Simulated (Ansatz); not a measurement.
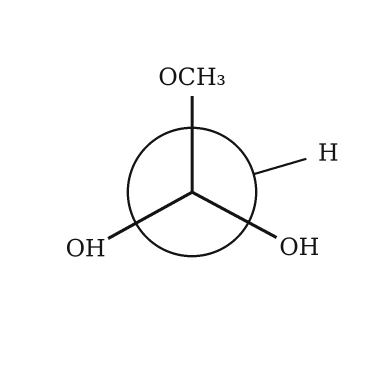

A Newman projection along the Zr–S bond, zirconium in front; angles are drawn as computed, but eclipsed bonds slightly apart. The species is neutral and a spin singlet. Computed geometry: PBE0-D4/def2-TZVP optimisation.

Question: Which molecule is it?

Answer: CH6O3SZr, C[O][Zr]([OH])([OH])[SH]

Question: What is the torsion angle from the front OCH3 to the back H? The sign is positive where the front bond must turn clockwise to cover the back bond.

Answer: 74°, synclinal (gauche).
